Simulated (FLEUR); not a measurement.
## Fe3Ge: one coupling from two orders, and a test

Can a spin model with one coupling foretell the energy of a further order of Fe3Ge?

Calculated with FLEUR MaX-R8.1; LDA (VWN); all-electron FLAPW, Dirac cores, scalar-relativistic bands.

## (1) The starting structure

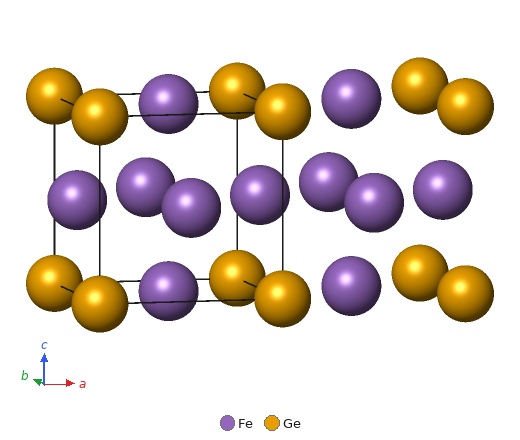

Start, viewed slightly off an axis; iron purple, germanium orange. 2×1×1 cells are drawn. Some periodic images of atoms are drawn too.

The cell comes from a database of computed structures and need not be the stable phase.

## (2) The parallel order

All energies count from this run.

inpgen writes inp.xml from crystal.txt; cutoffs, mixing, functional, smearing and local orbitals are then set in the file. The k list default-1 (kpts.xml, not shown) is a Γ-centred 8×8×8 mesh; where the ranks do not divide the number of points, some are split in two of half the weight.

inp.xml reads:

```
<?xml version="1.0" encoding="UTF-8" standalone="no"?>
<fleurInput fleurInputVersion="0.39">
   <comment>
      Fe3Ge
   </comment>
   <calculationSetup>
      <cutoffs Kmax="3.6" Gmax="10.8" GmaxXC="10.8" numbands="0"/>
      <scfLoop itmax="90" minDistance="0.00002" maxIterBroyd="15" imix="Anderson" alpha="0.05" precondParam="0.0" spinf="2.0" sdNocoIR="T"/>
      <coreElectrons ctail="T" frcor="F" kcrel="0" coretail_lmax="0"/>
      <xcFunctional name="vwn" relativisticCorrections="F"/>
      <magnetism jspins="2"/>
      <soc l_soc="F" theta="0.0" phi="0.0" spav="F"/>
      <expertModes spex="0" secvar="F"/>
      <geometryOptimization l_f="F" forcealpha="1.0" forcemix="BFGS" epsdisp="0.00001" epsforce="0.00001"/>
      <ldaU l_linMix="F" mixParam="0.05" spinf="1.0"/>
   </calculationSetup>
   <cell>
      <bzIntegration valenceElectrons="62.0" mode="hist" fermiSmearingEnergy="0.00183747">
         <kPointListSelection listName="default-1"/>
         <xi:include xmlns:xi="http://www.w3.org/2001/XInclude" href="kpts.xml"> </xi:include>
      </bzIntegration>
      <xi:include xmlns:xi="http://www.w3.org/2001/XInclude" href="sym.xml"> </xi:include>
      <bulkLattice scale="1.0">
         <bravaisMatrix>
            <row-1>    6.9173434617558840     0.0000000000000000     0.0000000000000000</row-1>
            <row-2>    0.0000000000000000     6.9173434617558840     0.0000000000000000</row-2>
            <row-3>    0.0000000000000000     0.0000000000000000     6.9173434617558840</row-3>
         </bravaisMatrix>
      </bulkLattice>
   </cell>
   <atomSpecies>
      <species name="Iron (Fe) 2.800" element="Fe" atomicNumber="26">
         <mtSphere radius="2.38" gridPoints="787" logIncrement="0.016"/>
         <atomicCutoffs lmax="8" lnonsphr="6"/>
         <electronConfig flipSpins="F">
            <coreConfig>(1s1/2) (2s1/2) (2p1/2) (2p3/2)</coreConfig>
            <valenceConfig>(3s1/2) (3p1/2) (3p3/2) (4s1/2) (3d3/2) (3d5/2)</valenceConfig>
            <stateOccupation state="(3d3/2)" spinUp="1.4" spinDown="1.0"/>
            <stateOccupation state="(3d5/2)" spinUp="3.0" spinDown="0.6"/>
         </electronConfig>
         <energyParameters s="4" p="4" d="3" f="4"/>
         <lo type="SCLO" l="0" n="3" eDeriv="0"/>
         <lo type="SCLO" l="1" n="3" eDeriv="0"/>
      </species>
      <species name="Germanium (Ge)" element="Ge" atomicNumber="32">
         <mtSphere radius="2.38" gridPoints="787" logIncrement="0.016"/>
         <atomicCutoffs lmax="8" lnonsphr="6"/>
         <electronConfig flipSpins="F">
            <coreConfig>(1s1/2) (2s1/2) (2p1/2) (2p3/2) (3s1/2) (3p1/2) (3p3/2)</coreConfig>
            <valenceConfig>(4s1/2) (3d3/2) (3d5/2) (4p1/2) (4p3/2)</valenceConfig>
            <stateOccupation state="(4p1/2)" spinUp="0.333333" spinDown="0.333333"/>
            <stateOccupation state="(4p3/2)" spinUp="0.666667" spinDown="0.666667"/>
         </electronConfig>
         <energyParameters s="4" p="4" d="3" f="4"/>
      </species>
   </atomSpecies>
   <atomGroups>
      <atomGroup species="Iron (Fe) 2.800">
         <relPos label="                   1">.0000000000 1.000/2.000 1.000/2.000</relPos>
         <relPos label="                   2">1.000/2.000 1.000/2.000 .0000000000</relPos>
         <relPos label="                   3">1.000/2.000 .0000000000 1.000/2.000</relPos>
         <force calculate="T" relaxXYZ="TTT"/>
      </atomGroup>
      <atomGroup species="Germanium (Ge)">
         <relPos label="                   4">.0000000000 .0000000000 .0000000000</relPos>
         <force calculate="T" relaxXYZ="TTT"/>
      </atomGroup>
   </atomGroups>
   <output dos="F" band="F" slice="F">
      <bandDOS minEnergy="-.5*Htr" maxEnergy="0.5*Htr" sigma="0.015" storeEVData="T"/>
      <plotting iplot="0" polar="F">
         <plot TwoD="T" vec1="  1.0  0.0  0.0" vec2="  0.0  1.0  0.0" vec3="  0.0  0.0  1.0" zero="  0.0  0.0  0.0" file="plot"/>
      </plotting>
      <moessbauerParams electricFieldGradient="F" isomerShift="F" coreHyperfine="F" valenceHyperfine="F"/>
   </output>
</fleurInput>
```

crystal.txt reads:

```
Fe3Ge
&input film=F cartesian=F /
3.66050052000  0.00000000000  0.00000000000
0.00000000000  3.66050052000  0.00000000000
0.00000000000  0.00000000000  3.66050052000
1.8897261246
1.0 1.0 1.0

4
26 0.00000000000  0.50000000000  0.50000000000 : 2.800
26 0.50000000000  0.50000000000  0.00000000000 : 2.800
26 0.50000000000  0.00000000000  0.50000000000 : 2.800
32 0.00000000000  0.00000000000  0.00000000000

&kpt div1=8 div2=8 div3=8 gamma=T /
```

On the command line:

```
$ OMP_NUM_THREADS=1 inpgen -f crystal.txt > inpgen.log  # inp.xml is then edited as shown
$ OMP_NUM_THREADS=1 mpirun -n 4 fleur_MPI > fleur.log
```

The log of the run:

```text
Welcome to FLEUR        (www.flapw.de)
      MaX-Release 8.1          (www.max-centre.eu)

 ========== k-point set info ==========
 Selected k-point list: default-1
 k-point list type: mesh
 0 x 0 x 0
 Number of k points: 36

 [... set-up left out ...]
 Iteration:     1   Distance:      13.69028116 me/bohr^3
 Iteration:     2   Distance:      13.09282453 me/bohr^3
 Iteration:     3   Distance:       8.07352231 me/bohr^3
 Iteration:     4   Distance:       4.28993253 me/bohr^3
 Iteration:     5   Distance:       3.42161395 me/bohr^3
[...]
<sumOfEigenvalues value="    -3403.0102363164">
               <coreElectrons value="-3359.3549713575"/>
               <valenceElectrons value="-43.6552649589"/>
            </sumOfEigenvalues>
         [... left out ...]
            <freeEnergy value="-5907.9671548249"/>
            <extrapolationTo0K value="-5907.9666451499"/>
         </totalEnergy>
         <densityConvergence units="me/bohr^3">
            <chargeDensity spin="1" distance="0.0000101881"/>
            <chargeDensity spin="2" distance="0.0000125528"/>
            <overallChargeDensity distance="0.0000141087"/>
            <spinDensity distance="0.0000179911"/>
         </densityConvergence>
      </iteration>
```

It took 16 s on 4 MPI ranks of Intel Xeon 6975P-C (Granite Rapids), shared host; peak memory 0.23 GiB; 62 s of CPU time.

Spin moment in the muffin-tin sphere by atom:

| atom | spin moment in the muffin-tin sphere (μB) |
| --- | --- |
| Fe1 | 2.18 |
| Fe2 | 2.18 |
| Fe3 | 2.18 |
| Ge4 | -0.12 |

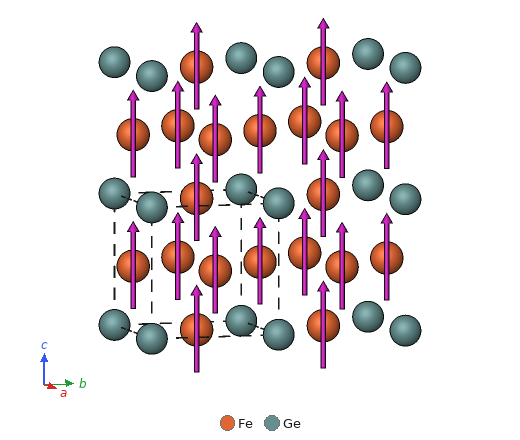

Spin moment in the muffin-tin sphere as arrows, the longest 2.18 μB. Up and down stand for the sign. Arrows give size and sign along the axis of quantisation, drawn up and down the page. 1×2×2 cells are drawn. Some periodic images of atoms are drawn too.

Numbers from this step:

| Item | Value |
| --- | --- |
| free energy | -160763.9762 eV |
| program's band gap on this mesh (in a metal only a level spacing) | 0.003878 eV |
| magnetization | 6.386 μB |
| final state | ferromagnetic, with opposed induced moments |

After 22 cycles the largest moment stands at 2.18 μB.

## (3) The orders used for the fit

The other orders were run with the same settings, on meshes that hold the same points. Free energies are divided by the number of Fe atoms; q is in fractions of the reciprocal vectors of the first run's cell.

| order | atoms | mesh | free energy (eV) | eV per Fe | largest moment (μB) |
| --- | --- | --- | --- | --- | --- |
| F +++ | 4 | 8×8×8 | -160763.9762 | -53587.9921 | 2.18 |
| AF q=(0,1/2,1/2) +-+-+- | 8 | 8×4×8 | -321527.2449 | -53587.8741 | 2.07 |

## (4) Counting neighbours

With E = −Σ J e_i·e_j over ordered pairs of unit vectors, turning a neighbour from parallel to opposed costs 2J a Fe atom. So an order lies 2 Σ n J over the parallel one, n being the opposed neighbours in each shell.

| shell | distance (Å) | neighbours | opposed in AF q=(0,1/2,1/2) +-+-+- | opposed in AF q=(0,0,1/2) +-+--+ |
| --- | --- | --- | --- | --- |
| J1 | 2.59 | 8 | 4 | 5.33333 |
| J2 | 3.66 | 6 | 4 | 2 |

Only J1 is kept.

## (5) Solving

```
2 × 4 × J1 = +117.9 meV    (AF q=(0,1/2,1/2) +-+-+-)
J1 = +14.74 meV
```

## (6) The test

The couplings now give the orders that were left out:

```
2 × 5.33333 × (+14.74) = +157.2 meV    (AF q=(0,0,1/2) +-+--+)
```

The runs themselves:

| order | atoms | mesh | free energy (eV) | eV per Fe | largest moment (μB) | over the parallel order (meV) | foretold (meV) |
| --- | --- | --- | --- | --- | --- | --- | --- |
| AF q=(0,0,1/2) +-+--+ | 8 | 8×8×4 | -321526.9748 | -53587.8291 | 2.00 | +162.9 | +157.2 |

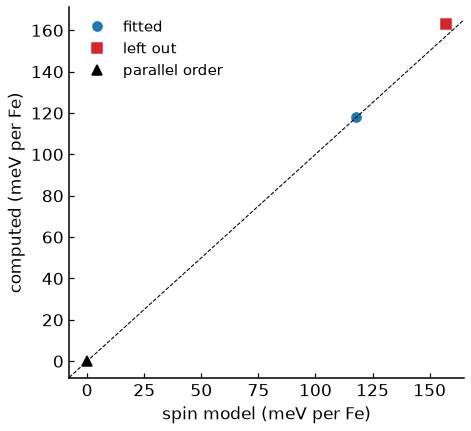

Computed energies of the orders against the model; the dashed line marks agreement.

## (7) Mean-field temperature

```
gain of F +++ over disorder = (8 − 2 × 0) × (+14.74) = 117.9 meV
T = 2 × 117.9 / (3 × 0.08617) = 912 K
```

## (8) Outcome

```yaml
effective_coupling_of_the_reversed_pairs_counted_on_j1_fe_fe_at_2p59_a: 14.7 meV
largest_miss_on_the_orders_left_out: 5.7 meV
mean_field_ordering_temperature: 912 K
```

The model misses the order left out by 5.7 meV, 3.5 % of the largest distance from the parallel order, so it holds on this test. The largest moments of the orders differ by 8.4 % of the greatest. One difference fixes one number: it sums all reversed shells and need not be the coupling of the nearest one, even in sign. Mean field overstates the temperature of the model, and classical spins understate it for small quantum spins, by up to the factor (S+1)/S.

[Logs and program files are shortened in this print: banners, set-up blocks, solver, clock and traceback lines can be left out without a mark of their own.]

[Logs are printed without paths, hosts, clocks, repeated set-up lines and the standing remarks that a program may print on its own settings, such as how far it seeks lower states.]

[Hosts, paths, dates, database ids (printed as entryN), source tags and the programs' standing remarks are cut or masked in the printed files.]

[Where a cell is said to come from a database of computed structures, the database is the Materials Project.]
